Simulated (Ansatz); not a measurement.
Consider C2H6AlCl.

```xyz
10

Al   -0.5356    1.0325   -0.7278
C    -0.2023   -0.9178    0.7920
C     0.9538   -0.7751    0.1319
Cl    0.0545    2.5634    0.6321
H     0.3316    0.8857   -2.0448
H    -2.0561    0.5925   -0.6783
H    -0.9426   -1.6495    0.4901
H    -0.4233   -0.3301    1.6775
H     1.1950   -1.3857   -0.7303
H     1.7080   -0.0671    0.4607
```

Geometry: PBE0-D4/def2-TZVP.

Theory: Ansatz 0.2.0, RKS PBE0-D4/def2-TZVPP.

Question: What will maps of the electron density and electron localisation function show?

Answer: C–C (1.34 Å): ρ is about 2.3 e/Å³ halfway; the ELF peaks at about 0.95 between the atoms (a multiple bond).
C–H (1.08 Å): ρ is about 2.1 e/Å³ halfway; the ELF climbs to about 1 towards the hydrogen, as it does in any bond to H (an ordinary covalent bond to hydrogen).

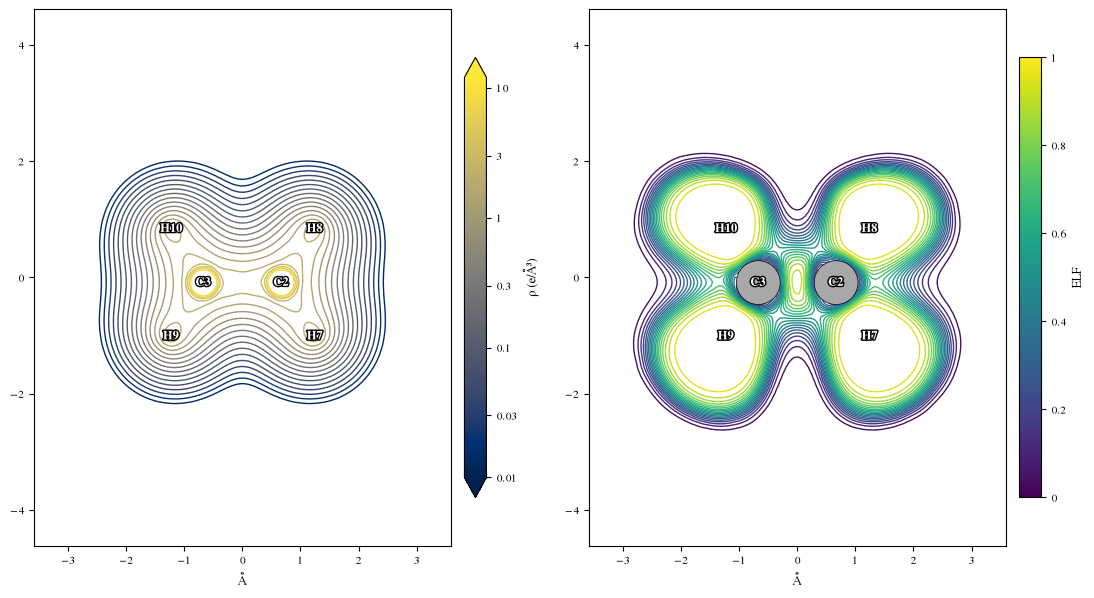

Computed electron density and electron localisation function on the plane of atoms C3, C2 and H7, in this order. Grey discs cover the atomic cores in the ELF map. 
